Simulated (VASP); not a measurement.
Band structure of AlGaN2 (space group P3m1). Level of theory: PBEsol GGA with spin-orbit coupling, VASP's PBE PAW potentials (set 64) (plane waves; VASP).

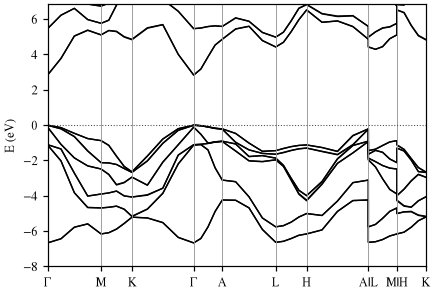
Fig. 1. Bands along high-symmetry lines, zero at the valence-band maximum or, without a gap, the Fermi level

### Question
Read the plot: is there a gap, and where are the band edges?

### Answer
The gap is direct, 2.83 eV, from the valence maximum at Γ to the conduction minimum at Γ.

The structure comes from a computed database's AlGaN2 entry (P3m1); how it stands against other phases isn't given here. It was relaxed first.
